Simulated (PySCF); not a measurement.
# AlSe with other numerical set-ups

The method stays; parts of the set-up, such as the basis or the Hamiltonian, are changed.

Computed with PySCF 2.14.0. Level: each script names its method and basis.

1 further run of the same task is left out (it didn't finish).

**1. The system as given**

AlSe: 2 atoms, charge 0, spin multiplicity 2.

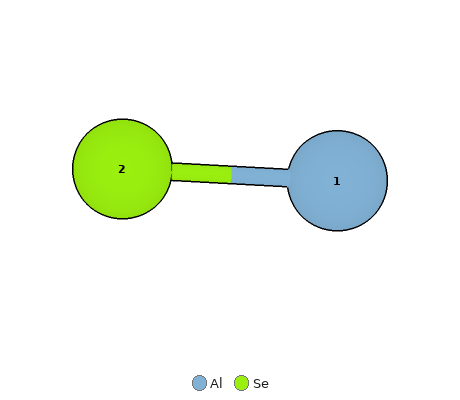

The starting geometry (aluminium light blue, selenium green); atoms are numbered from 1 in the order of the file.

**2. Base script**

Input file input.py:

```python
from pyscf import gto, scf, mp

mol = gto.M(
    atom='Al 0 0 0; Se 0 0 2.31',
    basis='cc-pvdz-dk',
    charge=0,
    spin=1,
    symmetry=True,
    verbose=4,
)
mf = scf.UHF(mol)
mf = mf.sfx2c1e()
mf.kernel()
mp.MP2(mf, frozen=14).kernel()
mf.dip_moment()
print('orbital energies (hartree):', [e[max(0, n-3):n+3].round(4) for e, n in zip(mf.mo_energy, mol.nelec)])
```

Started as:

```console
python input.py
```

The log of this run is left out.

In short: E(SCF) = -2670.354289 Eh, 15 cycles, E(MP2) − E(SCF) = -0.16327 Eh, ⟨S²⟩ = 0.799, μ = 4.33 D (of the SCF density).

The bond length is a typed value, not an optimised one.

**3. Lanl2dz (core potential on, X2C off)**

Variant 1 changes basis set: cc-pvdz-dk → lanl2dz; core potential: off → on; spin-free X2C: on → off; frozen orbitals: 14 → none. The core potential changes with it: totals don't compare.

Input file input.py:

```python
from pyscf import gto, scf, mp

mol = gto.M(
    atom='Al 0 0 0; Se 0 0 2.31',
    basis='lanl2dz',
    ecp={'Al': 'lanl2dz', 'Se': 'lanl2dz'},
    charge=0,
    spin=1,
    symmetry=True,
    verbose=4,
)
mf = scf.UHF(mol)
mf.kernel()
mp.MP2(mf).kernel()
mf.dip_moment()
print('orbital energies (hartree):', [e[max(0, n-3):n+3].round(4) for e, n in zip(mf.mo_energy, mol.nelec)])
```

Started as:

```console
python input.py
```

**4. Sto-3g (X2C off)**

Variant 2 changes basis set: cc-pvdz-dk → sto-3g; spin-free X2C: on → off.

Edit input.py of step 2 so:

```diff
@@ -4,3 +4,3 @@
     atom='Al 0 0 0; Se 0 0 2.31',
-    basis='cc-pvdz-dk',
+    basis='sto-3g',
     charge=0,
@@ -11,3 +11,2 @@
 mf = scf.UHF(mol)
-mf = mf.sfx2c1e()
 mf.kernel()
```

What does the calculation give? Wanted: for each run, E(SCF); from base; gap, α spin; SCF dipole; after the SCF.

The runs gave:

| run | E(SCF) (hartree) | from base (eV) | cycles | gap, α spin (eV) | SCF dipole (D) | functions | after the SCF |
| --- | --- | --- | --- | --- | --- | --- | --- |
| base | -2670.354289 | 0 | 15 | 9.59 | 4.33 | 45 | MP2 correlation -4.443 eV, core frozen |
| lanl2dz (core potential on, X2C off) | -10.931783 | not comparable | 13 | 9.35 | 4.93 | 16 | MP2 correlation -1.589 eV |
| sto-3g (X2C off) | -2612.538709 | not comparable | 12 | 12.73 | 6.07 | 27 | MP2 correlation -0.876 eV, core frozen |

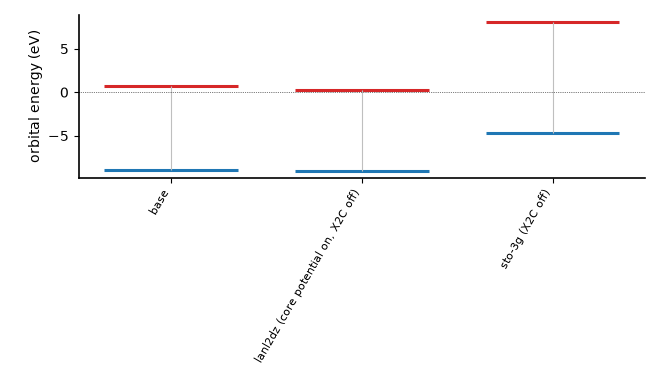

Highest filled (blue) and lowest empty (red) level of each run. Open-shell runs show the α spin alone.

What this shows: Total energies from different bases, Hamiltonians or methods carry different errors, so properties are taken as differences within one set-up.
